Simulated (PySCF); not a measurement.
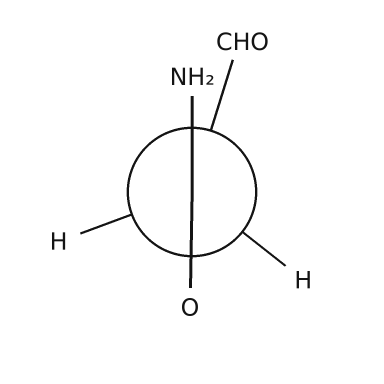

A Newman projection along the C–Si bond, carbon in front; angles are drawn as computed, but eclipsed bonds slightly apart. Computed geometry: PBE0-D3(BJ)/def2-SVP optimisation. No frequency run is at hand to confirm it as a minimum.

### Which molecule is it?

C2H5NO2Si, NC(=O)[SiH2]C=O

### What is the torsion angle from the front O to the back CHO? The sign is positive where the front bond must turn clockwise to cover the back bond.

−173°, antiperiplanar (anti).
